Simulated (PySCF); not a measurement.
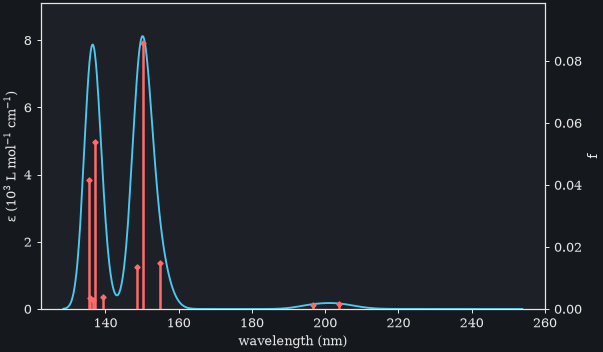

Vertical TDDFT excitations, CAM-B3LYP/def2-SVPD, PySCF 2.14.0, at a PBE0-D3(BJ)/def2-SVP geometry (no frequency check), gas phase. Only the first 10 singlet excitations are included; each is broadened by a Gaussian of 1/e half-width 0.20 eV. Sticks give oscillator strengths (right axis).

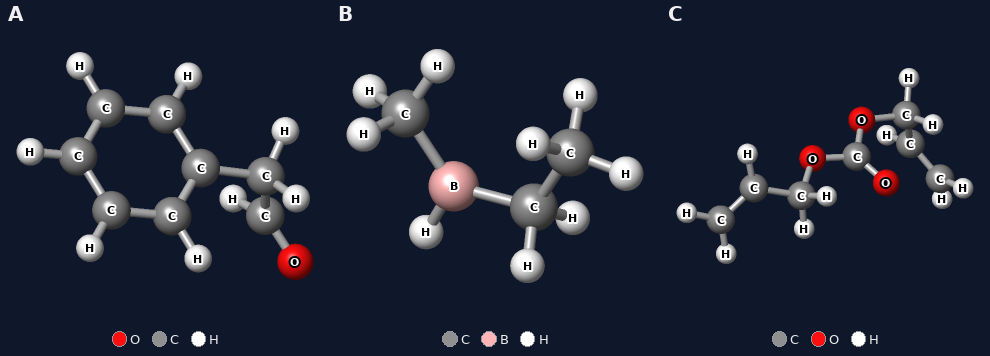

Question: Whose absorption spectrum is this? Choose among the lettered structures.

Answer: Structure B, C₃H₉B, SMILES CBCC. Its lowest singlet lies at 6.08 eV (f = 0.002) and the brightest of those computed is S4 at 8.26 eV (150 nm), f = 0.086, mainly HOMO−1 → LUMO+1 (53 %).

Note: one conformer of a flexible molecule; core orbitals are frozen in the response.
